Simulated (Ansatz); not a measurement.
# C2HSi (quartet): from Hartree-Fock to the top rungs, cc-pVDZ

How much of the correlation energy of C2HSi (quartet) does each wave-function method recover here?

Method: cc-pVDZ, core rule «outside noble gas», up to 7 orbitals frozen; program: Ansatz 0.2.0, Gaussian basis.

The runs, in order: UHF; CCSD(T) on ROHF; CCSD(T) on UHF; BCCD(T) on ROHF; CISD as a restricted active space (open shells left free, so some higher excitations enter); CCSDT(Q) on ROHF; CCSDT(Q) on UHF.

24 further runs of the same task are left out: 5 that didn't finish, 19 set aside as unsound or not needed. Runs told in other sessions of the task aren't counted.

### Step 1. The geometry

The geometry is a PBE0/def2-TZVP stationary point (not a proven minimum) of the parent state, kept for this charge and spin.

4 atoms, charge 0, spin multiplicity 4.

Atoms are counted from 1 here; the program's logs count them from 0.

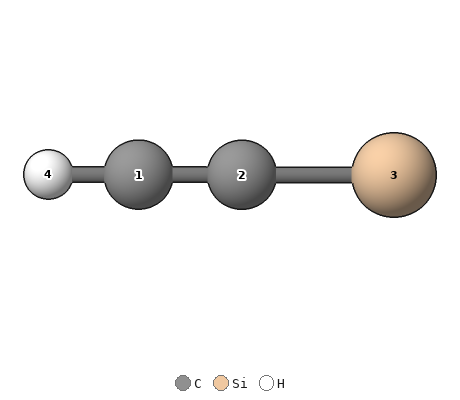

The structure; carbon grey, silicon light orange, hydrogen white; atoms are numbered from 1 in the order of the file.

In the tables R marks a restricted open-shell determinant and U an unrestricted one; energies count from the table's Hartree-Fock row.

### Step 2. UHF

Contents of in.yaml:

```yaml
crystal:
  periodic: [false, false, false]
  atoms:
    - {symbol: C, position_ang: [0.000000, 0.000000, 0.794175]}
    - {symbol: C, position_ang: [0.000000, 0.000000, -0.427825]}
    - {symbol: Si, position_ang: [0.000000, 0.000000, -2.227125]}
    - {symbol: H, position_ang: [0.000000, 0.000000, 1.860775]}
basis:
  gaussian: {orbitals: cc-pVDZ}
magnetization: {spin_polarized: true, initial_magnetization: 3}
hamiltonian: {xc: hf}
output: {orbitals: {seedname: orbitals}}
```

Command:

```
ansatz run in.yaml --threads 1 --pin off --events-out ev --progress --plain --max-ram 2393MiB
```

Log:

```text
Functional definition: HF
  name "HF"
  cite "Fock, Z. Phys. 61, 126 (1930) doi:10.1007/BF01340294"
  parent pbe
  exchange = exact_x
  correlation = 0
495 factors; integrals over basis functions are off by at most 1.3e-3 eV
mean field evaluation 1: about -9928.6846 eV, gradient 2.2e1 eV
mean field evaluation 2: about -9928.6904 eV, gradient 2.2e1 eV
mean field evaluation 4: about -9933.6181 eV, gradient 4.3e0 eV
mean field evaluation 8: about -9934.3273 eV, gradient 4.7e-1 eV
mean field evaluation 16: about -9934.3548 eV, gradient 2.1e-5 eV
mean field evaluation 32: about -9934.3548 eV, gradient 2.1e-5 eV
mean field -9934.35477727 eV, -365.0808043173 hartree, gradient 2.1e-5 eV, S^2 3.965692; 0 other end points of the search recorded, 0 dependent functions left out
reference -9934.35477727 eV, -365.0808043173 hartree; 15, 12 occupied and 36, 39 virtual orbitals, 495 factors
Total energy: -9934.35477727 eV, -365.0808043173 hartree
```

Wall time 0.54 s (1 thread of Arm Neoverse V1, shared host).

From the report: ⟨S²⟩ of the determinant 3.966 (pure quartet: 3.75).

### Step 3. CCSD(T) on ROHF

in.yaml, as its differences from that of step 2:

```diff
@@ -9,4 +9,3 @@
   gaussian: {orbitals: cc-pVDZ}
-magnetization: {spin_polarized: true, initial_magnetization: 3}
-hamiltonian: {xc: hf}
-output: {orbitals: {seedname: orbitals}}
+magnetization: {spin_polarized: false, initial_magnetization: 3}
+correlation: {method: ccsd_t, electrons: outside_noble_gas}
```

The command is unchanged.

Log, cut to the lines that bear on the results:

```text
Functional definition: HF
  name "HF"
  cite "Fock, Z. Phys. 61, 126 (1930) doi:10.1007/BF01340294"
  parent pbe
[...]
495 factors; integrals over basis functions are off by at most 1.3e-3 eV
[...]
mean field -9934.15293984 eV, -365.0733869285 hartree, gradient 1.2e-6 eV, S^2 3.750000; 2 other end points of the search recorded, 0 dependent functions left out
[...]
determinant -9934.15293984 eV, -365.0733869285 hartree, with singles and doubles -9942.61724585 eV, -365.3844444369 hartree
determinant -9932.60952875 eV, -365.0166676171 hartree, with singles and doubles -9941.06542450 eV, -365.3274160541 hartree
7 core orbitals not correlated: weight in the atoms' cores, before any rotation towards them, 1.000 or more for the frozen orbitals, at most 0.000 for the correlated occupied ones
reference -9934.15293984 eV, -365.0733869285 hartree; 8, 5 occupied and 36, 39 virtual orbitals, 495 factors
second order -7.87279082 eV of doubles, -0.02677778 eV of singles
cycle   1  -8.46379840 eV  change    5.1e-4 eV  update   1.6e-3
[...]
cycle   8  -8.46403734 eV  change    2.7e-6 eV  update   4.8e-6
perturbative correction -0.40164501 eV, -0.0147601820 hartree
Total energy: -9943.01862219 eV, -365.3991947455 hartree
```

Run time: 3.5 s. Hardware: 1 thread of Arm Neoverse V1, shared host.

From the report: correlation -8.8657 eV; T1 0.028; largest double amplitude 0.07.

### Step 4. CCSD(T) on UHF

in.yaml, as its differences from that of step 3:

```diff
@@ -9,3 +9,3 @@
   gaussian: {orbitals: cc-pVDZ}
-magnetization: {spin_polarized: false, initial_magnetization: 3}
+magnetization: {spin_polarized: true, initial_magnetization: 3}
 correlation: {method: ccsd_t, electrons: outside_noble_gas}
```

Launched as before.

Log, cut to the lines that bear on the results:

```text
Functional definition: HF
  name "HF"
  cite "Fock, Z. Phys. 61, 126 (1930) doi:10.1007/BF01340294"
  parent pbe
[...]
495 factors; integrals over basis functions are off by at most 1.3e-3 eV
[...]
mean field -9934.35477727 eV, -365.0808043173 hartree, gradient 2.6e-6 eV, S^2 3.965692; 2 other end points of the search recorded, 0 dependent functions left out
determinant -9934.35477727 eV, -365.0808043173 hartree, with singles and doubles -9942.62144482 eV, -365.3845987462 hartree
determinant -9932.97765567 eV, -365.0301960319 hartree, with singles and doubles -9941.07432438 eV, -365.3277431187 hartree
7 core orbitals not correlated: weight in the atoms' cores, before any rotation towards them, 1.000 or more for the frozen orbitals, at most 0.000 for the correlated occupied ones
reference -9934.35477727 eV, -365.0808043173 hartree; 8, 5 occupied and 36, 39 virtual orbitals, 495 factors
second order -7.31338756 eV of doubles, -0.00000000 eV of singles
cycle   1  -8.26693802 eV  change   -2.7e-4 eV  update   1.9e-3
[...]
cycle   7  -8.26821003 eV  change    3.7e-6 eV  update   1.4e-5
perturbative correction -0.38133906 eV, -0.0140139521 hartree
Total energy: -9943.00432636 eV, -365.3986693834 hartree
```

Wall time 3.8 s (1 thread of Arm Neoverse V1, shared host).

From the report: ⟨S²⟩ of the determinant 3.966 (pure quartet: 3.75); correlation -8.6495 eV; T1 0.045; largest double amplitude 0.08.

### Step 5. BCCD(T) on ROHF

in.yaml, as its differences from that of step 4:

```diff
@@ -9,3 +9,3 @@
   gaussian: {orbitals: cc-pVDZ}
-magnetization: {spin_polarized: true, initial_magnetization: 3}
-correlation: {method: ccsd_t, electrons: outside_noble_gas}
+magnetization: {spin_polarized: false, initial_magnetization: 3}
+correlation: {method: bccd_t, electrons: outside_noble_gas}
```

Launched as before.

Log, cut to the lines that bear on the results:

```text
Functional definition: HF
  name "HF"
  cite "Fock, Z. Phys. 61, 126 (1930) doi:10.1007/BF01340294"
  parent pbe
[...]
495 factors; integrals over basis functions are off by at most 1.3e-3 eV
[...]
mean field -9934.15293984 eV, -365.0733869285 hartree, gradient 1.2e-6 eV, S^2 3.750000; 2 other end points of the search recorded, 0 dependent functions left out
[...]
determinant -9934.15293984 eV, -365.0733869285 hartree, with singles and doubles -9942.61724585 eV, -365.3844444369 hartree
determinant -9932.60952875 eV, -365.0166676171 hartree, with singles and doubles -9941.06542450 eV, -365.3274160541 hartree
7 core orbitals not correlated: weight in the atoms' cores, before any rotation towards them, 1.000 or more for the frozen orbitals, at most 0.000 for the correlated occupied ones
reference -9934.15293984 eV, -365.0733869285 hartree; 8, 5 occupied and 36, 39 virtual orbitals, 495 factors
second order -7.87279082 eV of doubles, -0.02677778 eV of singles
cycle   1  -8.44309597 eV  change    2.1e-2 eV  update   9.1e-3
[...]
cycle  10  -8.44670469 eV  change    6.4e-6 eV  update   8.5e-6
perturbative correction -0.41946402 eV, -0.0154150183 hartree
Total energy: -9943.01910855 eV, -365.3992126187 hartree
```

It took 3.8 s on 1 thread of Arm Neoverse V1, shared host.

From the report: correlation -8.8662 eV; largest double amplitude 0.07.

### Step 6. CISD as a restricted active space (open shells left free, so some higher excitations enter)

in.yaml, as its differences from that of step 5:

```diff
@@ -10,2 +10,2 @@
 magnetization: {spin_polarized: false, initial_magnetization: 3}
-correlation: {method: bccd_t, electrons: outside_noble_gas}
+correlation: {active_space: {ras: {orbitals: [5, 3, 36], electrons: 13, max_holes: 2, max_particles: 2}, fixed_orbitals: true}}
```

Launched as before.

Log:

```text
Functional definition: HF
  name "HF"
  cite "Fock, Z. Phys. 61, 126 (1930) doi:10.1007/BF01340294"
  parent pbe
  exchange = exact_x
  correlation = 0
495 factors; integrals over basis functions are off by at most 1.3e-3 eV
mean field evaluation 1: about -9929.5672 eV, gradient 2.4e1 eV
mean field evaluation 2: about -9929.5728 eV, gradient 2.4e1 eV
mean field evaluation 4: about -9933.1065 eV, gradient 9.5e0 eV
mean field evaluation 8: about -9934.1527 eV, gradient 1.0e-1 eV
mean field evaluation 16: about -9932.6092 eV, gradient 1.1e-1 eV
mean field evaluation 32: about -9933.9958 eV, gradient 3.8e0 eV
mean field -9934.15293984 eV, -365.0733869285 hartree, gradient 1.2e-6 eV, S^2 3.750000; 2 other end points of the search recorded, 0 dependent functions left out
reference -9934.15293984 eV, -365.0733869285 hartree; 15, 12 occupied and 36, 39 virtual orbitals, 495 factors
state -9941.81374862 eV, -365.3549164583 hartree
Total energy: -9941.81374862 eV, -365.3549164583 hartree
```

It took 25 s on 1 thread of Arm Neoverse V1, shared host.

From the report: 109,168 determinants.

### Step 7. CCSDT(Q) on ROHF

in.yaml, as its differences from that of step 6:

```diff
@@ -10,2 +10,2 @@
 magnetization: {spin_polarized: false, initial_magnetization: 3}
-correlation: {active_space: {ras: {orbitals: [5, 3, 36], electrons: 13, max_holes: 2, max_particles: 2}, fixed_orbitals: true}}
+correlation: {method: ccsdt_q, electrons: outside_noble_gas}
```

Launched as before.

Log, cut to the lines that bear on the results:

```text
Functional definition: HF
  name "HF"
  cite "Fock, Z. Phys. 61, 126 (1930) doi:10.1007/BF01340294"
  parent pbe
[...]
917 factors; integrals over basis functions are off by at most 2.2e-7 eV
[...]
mean field -9934.15299663 eV, -365.0733890154 hartree, gradient 1.2e-6 eV, S^2 3.750000; 2 other end points of the search recorded, 0 dependent functions left out
[...]
determinant -9934.15299663 eV, -365.0733890154 hartree, with singles and doubles -9942.61728919 eV, -365.3844460297 hartree
determinant -9932.60957600 eV, -365.0166693533 hartree, with singles and doubles -9941.06547776 eV, -365.3274180115 hartree
7 core orbitals not correlated: weight in the atoms' cores, before any rotation towards them, 1.000 or more for the frozen orbitals, at most 0.000 for the correlated occupied ones
reference -9934.15299663 eV, -365.0733890154 hartree; 8, 5 occupied and 36, 39 virtual orbitals, 917 factors
second order -7.87279307 eV of doubles, -0.02677770 eV of singles
cycle   1  -8.02366590 eV  change   -1.2e-1 eV  update   1.0e-1
[...]
cycle  19  -8.88719903 eV  change   -3.4e-7 eV  update   5.9e-7
perturbative correction -0.04048553 eV, -0.0014878158 hartree
Total energy: -9943.08068119 eV, -365.4014753716 hartree
```

Wall time 66 s (1 thread of Arm Neoverse V1, shared host); peak memory 0.97 GiB.

From the report: correlation -8.9277 eV; T1 0.030; largest double amplitude 0.08.

### Step 8. CCSDT(Q) on UHF

in.yaml, as its differences from that of step 7:

```diff
@@ -9,3 +9,3 @@
   gaussian: {orbitals: cc-pVDZ}
-magnetization: {spin_polarized: false, initial_magnetization: 3}
+magnetization: {spin_polarized: true, initial_magnetization: 3}
 correlation: {method: ccsdt_q, electrons: outside_noble_gas}
```

Launched as before.

Log, cut to the lines that bear on the results:

```text
Functional definition: HF
  name "HF"
  cite "Fock, Z. Phys. 61, 126 (1930) doi:10.1007/BF01340294"
  parent pbe
[...]
917 factors; integrals over basis functions are off by at most 2.2e-7 eV
[...]
mean field -9934.35483016 eV, -365.0808062608 hartree, gradient 2.6e-6 eV, S^2 3.965689; 2 other end points of the search recorded, 0 dependent functions left out
determinant -9934.35483016 eV, -365.0808062608 hartree, with singles and doubles -9942.62148703 eV, -365.3846002975 hartree
determinant -9932.97770240 eV, -365.0301977490 hartree, with singles and doubles -9941.07437755 eV, -365.3277450727 hartree
7 core orbitals not correlated: weight in the atoms' cores, before any rotation towards them, 1.000 or more for the frozen orbitals, at most 0.000 for the correlated occupied ones
reference -9934.35483016 eV, -365.0808062608 hartree; 8, 5 occupied and 36, 39 virtual orbitals, 917 factors
second order -7.31339545 eV of doubles, -0.00000000 eV of singles
cycle   1  -7.64998787 eV  change   -3.4e-1 eV  update   1.1e-1
[...]
cycle  20  -8.68757531 eV  change    9.2e-7 eV  update   4.3e-7
perturbative correction -0.03817031 eV, -0.0014027330 hartree
Total energy: -9943.08057578 eV, -365.4014714980 hartree
```

It took 57 s on 1 thread of Arm Neoverse V1, shared host; peak memory 0.75 GiB.

From the report: ⟨S²⟩ of the determinant 3.966 (pure quartet: 3.75); correlation -8.7257 eV; T1 0.048; largest double amplitude 0.09.

### Step 9. Misses and costs

The yardstick is UCCSDT(Q), where the cluster series has nearly closed. Rows without a time are mean-field rows or come out of runs for another level: lower rungs of the coupled-cluster runs, or the Hartree-Fock search.

| method | energy from the lowest ROHF (kJ/mol) | from UCCSDT(Q) (kJ/mol) | time |
| --- | --- | --- | --- |
| ROHF | 0.0 | +861.4 |  |
| UHF | -19.5 | +841.9 |  |
| RMP2 | -762.2 | +99.2 |  |
| UMP2 | -725.1 | +136.3 |  |
| CISD | -739.2 | +122.2 | 25 s |
| RCCSD | -816.7 | +44.7 |  |
| UCCSD | -817.2 | +44.2 |  |
| RCCSD(T) | -855.4 | +6.0 | 3.5 s |
| UCCSD(T) | -854.0 | +7.4 | 3.8 s |
| BCCD(T) | -855.5 | +5.9 | 3.8 s |
| RCCSDT | -857.5 | +3.9 |  |
| UCCSDT | -857.7 | +3.7 |  |
| RCCSDT(Q) | -861.4 | 0.0 | 66 s |
| UCCSDT(Q) | -861.4 | 0 | 57 s |

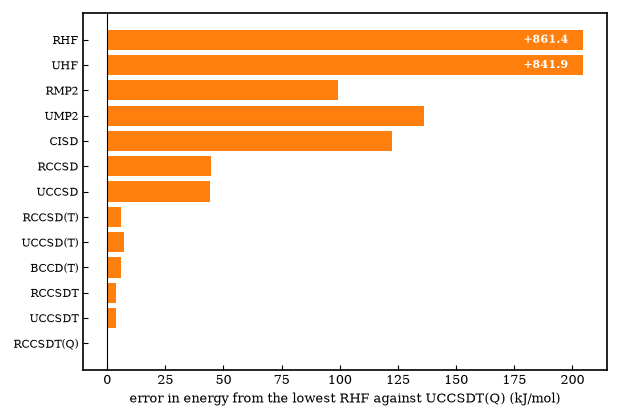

How far each level lands from UCCSDT(Q). Bars with a number in them are cut short.

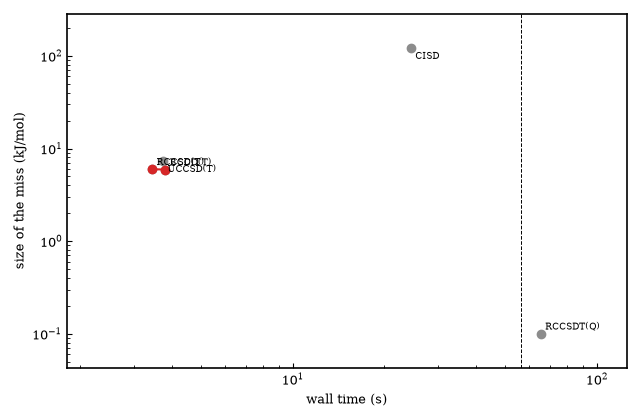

Miss against cost. Red marks the levels that no quicker level drawn beats (of those quicker than the yardstick), and the dashed line is the time of UCCSDT(Q). Misses under 0.1 kJ/mol are drawn at that value. Times are from a shared host.

### Step 10. Outcome

| quantity | value |
| --- | --- |
| UCCSDT(Q) from the ROHF energy | -8.9276 eV |
| RMP2 from UCCSDT(Q) | +99.2 kJ/mol |
| UMP2 from UCCSDT(Q) | +136.3 kJ/mol |
| RCCSD from UCCSDT(Q) | +44.7 kJ/mol |
| RCCSD(T) from UCCSDT(Q) | +6.0 kJ/mol |
| UCCSD(T) from UCCSDT(Q) | +7.4 kJ/mol |
| RCCSDT(Q) from UCCSDT(Q) | 0.0 kJ/mol |
| levels within 1 kcal/mol (43 meV) | RCCSDT, UCCSDT, RCCSDT(Q) |
| T1 diagnostic | 0.028 |

What this shows: RCCSD(T) lands +6.0 kJ/mol from the yardstick (0.7 % of the correlation energy). These misses are within one basis, not against nature; the frozen cores of restricted and unrestricted runs differ, which can shift their rows.

With open shells the CI space here admits some higher excitations, so it is larger than plain CISD.

BCCD(T) reaches 5.9 kJ/mol from the reference in 3.8 s, where UCCSDT(Q) took 57 s; the quickest level in the cost chart, RCCSD(T), takes 3.5 s and misses by 6.0 kJ/mol.
